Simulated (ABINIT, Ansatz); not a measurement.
# H3BrO (Cm): G0W0 with ABINIT, start to end, part 3 of 3

Aim: the G0W0 gap of H3BrO (Cm) on PBEsol, step by step.

ABINIT 10.8.3; PBEsol and many-body steps on it, plane waves. Known limits of the many-body steps: not at the basis limit; no spin-orbit coupling; coarse k mesh.

So far. Step 3 (Bands along the symmetry lines): The gap is 4.312 eV, as in the run before at this level. Step 4 (Empty states on the mesh, 4×4×2 mesh, 46 bands): On this mesh the gap is 4.312 eV.

## (5) Screening, 4×4×2 mesh, 42 bands, screening to 98 eV

The RPA dielectric matrix is built and inverted for each q.

This step: RPA screening on PBEsol, plane waves, norm-conserving pseudopotentials.

Input file run.abi:

```
acell 3*1.0 Angstrom
rprim 
  3.486419000000 -2.476209000000 0.000000000000
  3.486419000000 2.476209000000 0.000000000000
  -1.714341000000 -0.000000000000 4.084576000000
ntypat 3
znucl 1 35 8
natom 5
typat 1 1 1 2 3
xred 
  0.314472000000 0.314472000000 0.352441000000
  0.642675000000 0.307942000000 0.680036000000
  0.307942000000 0.642675000000 0.680036000000
  0.016087000000 0.016087000000 0.988660000000
  0.460242000000 0.460242000000 0.536286000000
pp_dirpath "pseudos"
pseudos "H.upf, Br.upf, O.upf"
ecut 36
ngkpt 4 4 2
nshiftk 1
shiftk 0 0 0
kptopt 1
chksymbreak 0
istwfk *1
occopt 1
irdwfk 1
optdriver 3
nband 42
ecuteps 3.6
inclvkb 2
awtr 1
symchi 1
indata_prefix "in"
outdata_prefix "out"
tmpdata_prefix "tmp"
```

Command:

```bash
> OMP_NUM_THREADS=1 mpirun -n 4 abinit run.abi > log
```

Numbers of over 12 decimals in the logs are rounded to 6 here.

The log of the run:

```text
.Version 10.8.3 of ABINIT. v10.8.2 released Aug 2026.

 Symmetries : space group Cm (#  8); Bravais mC (1-face-center monocl.)
[... echo of the input left out ...]
== DATASET  1 ==================================================================
-   mpi_nproc: 4, omp_nthreads: 1 (-1 if OMP is not activated)

--- !DatasetInfo
iteration_state: {dtset: 1, }
dimensions: {natom: 5, nkpt: 14, mband: 42, nsppol: 1, nspinor: 1, nspden: 1, mpw: 4928, }
cutoff_energies: {ecut:  36.0, pawecutdg:  -1.0, }
electrons: {nelect:   1.60000000E+01, charge:   0.00000000E+00, occopt:   1.00000000E+00, tsmear:   1.00000000E-02, }

 SCREENING: Calculation of the susceptibility and dielectric matrices

 Based on a program developped by R.W. Godby, V. Olevano, G. Onida, and L. Reining.
 Incorporated in ABINIT by V. Olevano, G.-M. Rignanese, and M. Torrent.
.Using double precision arithmetic ; gwpc =  8

[... cell and pseudopotentials left out ...]
--------------------------------------------------------------------------------

 ==== K-mesh for the wavefunctions ====
 Number of points in the irreducible wedge :    14
[... list of points left out ...]
 Together with  2 symmetry operations and time-reversal symmetry
 yields    32 points in the full Brillouin Zone.

 ==== Q-mesh for the screening function ====
 Number of points in the irreducible wedge :    14
[... list of points left out ...]
 Together with  2 symmetry operations and time-reversal symmetry
 yields    32 points in the full Brillouin Zone.

 setmesh: FFT mesh size selected  =    27x   27x   27
          total number of points  =        19683

 vcoul_init : cutoff-mode = AUXILIARY_FUNCTION
 q-points for optical limit:   1
     1)      0.000010    0.000020    0.000030

- screening: taking advantage of time-reversal symmetry
- Maximum band index for partially occupied states nbvw = 8
- Remaining bands to be divided among processors   nbcw = 34
- Number of bands treated by each node ~8

 Number of electrons calculated from density =   16.0000; Expected =   16.0000
 average of density, n =  0.033619
 r_s =    1.9221
 omega_plasma =   17.6866 [eV]

 calculating chi0 at frequencies [eV] :
  1    0.000000E+00    0.000000E+00
  2    0.000000E+00    1.768664E+01

--------------------------------------------------------------------------------
  q-point number  1        q = ( 0.000000, 0.000000, 0.000000) [r.l.u.]
--------------------------------------------------------------------------------
[... chi0 elements left out ...]
 For q-point:  0.000010 0.000020 0.000030
  dielectric constant =   2.7301
  dielectric constant without local fields =   3.1889

  Average fulfillment of the sum rule on Im[epsilon] for q-point    1 :     51.89  [%]
[... wings left out ...]
  q-point number  2        q = ( 0.250000, 0.000000, 0.000000) [r.l.u.]
--------------------------------------------------------------------------------
[... chi0 elements left out ...]
  Average fulfillment of the sum rule on Im[epsilon] for q-point    2 :     72.50  [%]

 [... 12 further q-points ...]
```

Run time: 20 s. Hardware: 4 MPI ranks of Intel Xeon Platinum 8175M at 2.50GHz (Skylake/Cascade Lake), shared host; peak memory 0.73 GiB.

This step gave:

| Quantity | Value |
| --- | --- |
| ε∞ with local fields, on this mesh, along the program's q direction | 2.730 |
| the same without local fields | 3.189 |
| plasma frequency | 17.69 eV |
| plane waves in the screening matrix | 159 |

Local fields lower ε∞ by 14 %. On a Γ-centred mesh this coarse the value itself is usually too large, while a short band sum pulls it down.

## (6) Self-energy, 4×4×2 mesh, 42 bands, screening to 98 eV

The self-energy is evaluated for the states that the input lists, and the levels follow from it, in one-shot runs by the linearised quasiparticle equation.

This step: G0W0 on PBEsol, plane waves, norm-conserving pseudopotentials.

run.abi, as its differences from that of step 5:

```diff
@@ -26,8 +26,15 @@
 irdwfk 1
-optdriver 3
+optdriver 4
 nband 42
+gwcalctyp 0
+ecutsigx 36
+symsigma 1
+nkptgw 1
+kptgw 
+  0.0000000000 0.0000000000 0.0000000000
+bdgw 
+  7 10
 ecuteps 3.6
-inclvkb 2
-awtr 1
-symchi 1
+irdscr 1
+ppmodel 1
 indata_prefix "in"
```

The log of the run:

```text
.Version 10.8.3 of ABINIT. v10.8.2 released Aug 2026.

 Symmetries : space group Cm (#  8); Bravais mC (1-face-center monocl.)
[... echo of the input left out ...]
== DATASET  1 ==================================================================
-   mpi_nproc: 4, omp_nthreads: 1 (-1 if OMP is not activated)

--- !DatasetInfo
iteration_state: {dtset: 1, }
dimensions: {natom: 5, nkpt: 14, mband: 42, nsppol: 1, nspinor: 1, nspden: 1, mpw: 4928, }
cutoff_energies: {ecut:  36.0, pawecutdg:  -1.0, }
electrons: {nelect:   1.60000000E+01, charge:   0.00000000E+00, occopt:   1.00000000E+00, tsmear:   1.00000000E-02, }

 SIGMA: Calculation of the GW corrections

 Based on a program developped by R.W. Godby, V. Olevano, G. Onida, and L. Reining.
 Incorporated in ABINIT by V. Olevano, G.-M. Rignanese, and M. Torrent.
.Using double precision arithmetic ; gwpc =  8

[... cell and pseudopotentials left out ...]
--------------------------------------------------------------------------------

 ==== K-mesh for the wavefunctions ====
 Number of points in the irreducible wedge :    14
[... list of points left out ...]
 Together with  2 symmetry operations and time-reversal symmetry
 yields    32 points in the full Brillouin Zone.

 ==== Q-mesh for screening function ====
 Number of points in the irreducible wedge :    14
[... list of points left out ...]
 Together with  2 symmetry operations and time-reversal symmetry
 yields    32 points in the full Brillouin Zone.

 vcoul_init : cutoff-mode = AUXILIARY_FUNCTION
 q-points for optical limit:   1
     1)      0.000010    0.000020    0.000030
 setmesh: FFT mesh size selected  =    45x   45x   45
          total number of points  =        91125

 Number of electrons calculated from density =   16.0000; Expected =   16.0000
 average of density, n =  0.033619
 r_s =    1.9221
 omega_plasma =   17.6866 [eV]

 === KS Band Gaps ===
  >>>> For spin  1
   Minimum direct gap =   4.3122 [eV], located at k-point      :   0.0000  0.0000  0.0000
   Fundamental gap    =   4.3122 [eV], Top of valence bands at :   0.0000  0.0000  0.0000
                                       Bottom of conduction at :   0.0000  0.0000  0.0000
 SIGMA fundamental parameters:
 PLASMON POLE MODEL  1
 number of plane-waves for SigmaX                 4873
 number of plane-waves for SigmaC and W            159
 number of plane-waves for wavefunctions          4873
 number of bands                                    42
 number of independent spin polarizations            1
 number of spinorial components                      1
 number of k-points in IBZ                          14
 number of q-points in IBZ                          14
 number of symmetry operations                       2
 number of k-points in BZ                           32
 number of q-points in BZ                           32
 number of frequencies for dSigma/dE                 9
 frequency step for dSigma/dE [eV]                0.25
 number of omega for Sigma on real axis              0
 max omega for Sigma on real axis  [eV]           0.00
 zcut for avoiding poles [eV]                     0.10

 EPSILON^-1 parameters (SCR file):
 dimension of the eps^-1 matrix on file            159
 dimension of the eps^-1 matrix used               159
 number of plane-waves for wavefunctions          4873
 number of bands                                    42
 number of q-points in IBZ                          14
 number of frequencies                               2
 number of real frequencies                          1
 number of imag frequencies                          1

 matrix elements of self-energy operator (all in [eV])

 Perturbative Calculation

--- !SelfEnergy_ee
iteration_state: {dtset: 1, }
kpoint     : [   0.000,    0.000,    0.000, ]
spin       : 1
KS_gap     :    4.312
QP_gap     :    6.601
Delta_QP_KS:    2.288
data: !SigmaeeData |
     Band     E0 <VxcDFT>   SigX SigC(E0)      Z dSigC/dE  Sig(E)    E-E0       E
        7  -2.000 -13.261 -16.798   2.246   0.824  -0.213 -14.325  -1.064  -3.064
        8  -1.510 -12.883 -16.587   2.298   0.823  -0.215 -14.040  -1.157  -2.667
        9   2.802  -8.390  -4.469  -2.606   0.861  -0.161  -7.258   1.132   3.934
       10   6.680  -6.879  -2.731  -2.716   0.865  -0.156  -5.640   1.239   7.918

== END DATASET(S) ==============================================================
================================================================================

 -outvars: echo values of variables after computation  --------
           etotal      0.0000000000E+00
            nband          42
             nkpt          14
          spgroup           8
 [... the other variables as echoed above ...]

 Calculation completed.
```

It took 5.3 s on 4 MPI ranks; peak memory 0.5 GiB; 20 s of CPU time.

This step gave:

```
G0W0 gap on the points computed              : 6.601 eV
starting gap on the mesh                     : 4.312 eV
k of the valence top                         : 0, 0, 0
k of the conduction bottom                   : 0, 0, 0
Z at the valence top                         : 0.823
Z at the conduction bottom                   : 0.861
least direct G0W0 gap on the computed points : 6.601 eV
```

The gap on the mesh goes from 4.31 eV to 6.60 eV, a correction of +2.29 eV.

Limits: finite bands, cutoff and mesh; no spin-orbit coupling; coarse k mesh. v1 is the top filled band, c1 the lowest empty one. The levels before and after the correction (eV, zero at the valence-band top of each column):

```
           conduction bottom  valence top
Kohn-Sham               4.31         0.00
     G0W0               6.60         0.00
```

```csv
,level,energy (eV)
Kohn-Sham,Γ v2,-0.490
Kohn-Sham,Γ v1,0.000
Kohn-Sham,Γ c1,4.312
Kohn-Sham,Γ c2,8.190
G0W0,Γ v2,-0.397
G0W0,Γ v1,0.000
G0W0,Γ c1,6.601
G0W0,Γ c2,10.585
```

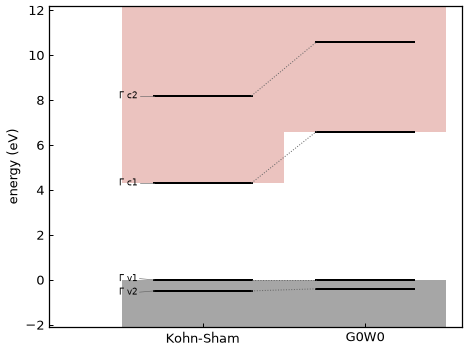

Levels before and after the correction. Shaded: valence and conduction bands.

## (7) Where the time went

Times are wall times on 4 MPI ranks of Intel Xeon Platinum 8175M at 2.50GHz (Skylake/Cascade Lake), shared host, good to a factor of about two.

```csv
step,time,share,memory (GiB)
ground state,75 s,46 %,0.42
bands along the symmetry lines,31 s,19 %,0.38
empty states on the mesh,31 s,19 %,0.35
screening,20 s,12 %,0.73
self-energy,5.3 s,3 %,0.5
```

## (8) Results

- PBEsol gap: 4.31 eV, direct
- G0W0 gap on the mesh: 6.60 eV
- GW settings: 4×4×2 mesh, 42 bands, screening to 98 eV, Godby-Needs plasmon pole
- known limits: not at the basis limit; no spin-orbit coupling; coarse k mesh

What this shows: G0W0 moves the gap on the mesh from 4.31 eV to 6.60 eV (+2.29 eV), with Z of 0.82 and 0.86 at the edges. Local fields lower the RPA ε∞ on this mesh from 3.19 to 2.73; a Γ-centred mesh this coarse tends to raise both, most where the direct gap is narrow, while a short band sum lowers them. Only 1 of the mesh's irreducible points was corrected, so a valley elsewhere could overtake. The dearest step here is «ground state». Bands and cutoff are finite, so the gap is not at the basis limit. The miss can reach some tenths of an eV and take either sign; the mesh is an error of its own. In the G0W0 run levels were corrected at 1 k point alone, so a gap called «on the mesh» is the least over those, and an edge elsewhere would be missed. The 4×4×2 mesh is coarse for this cell, which bears on the long-range parts of exchange and screening. The many-body steps are scalar-relativistic: spin-orbit coupling is not in them.

[Paths, hosts, dates, memory and timing lines, banners, echoed tables and standing remarks are left out of the program output.]

[Logs are printed without paths, hosts, clocks, repeated set-up lines and the standing remarks that a program may print on its own settings, such as how far it seeks lower states.]

[Runs of the session that timed out or met a known fault of the program may be left out.]

[Hosts, paths, dates, database ids (printed as entryN), source tags and the programs' standing remarks are cut or masked in the printed files.]

[G0W0 gaps are taken among the corrected bands and points alone; a level outside them can change the order at an edge.]

[Where Ansatz stands beside ABINIT at settings called matched, ABINIT's density can come from a denser mesh and the files from another edition; pairs whose starting gaps differed by over 0.03 eV were left out, so agreement reads better than it is.]
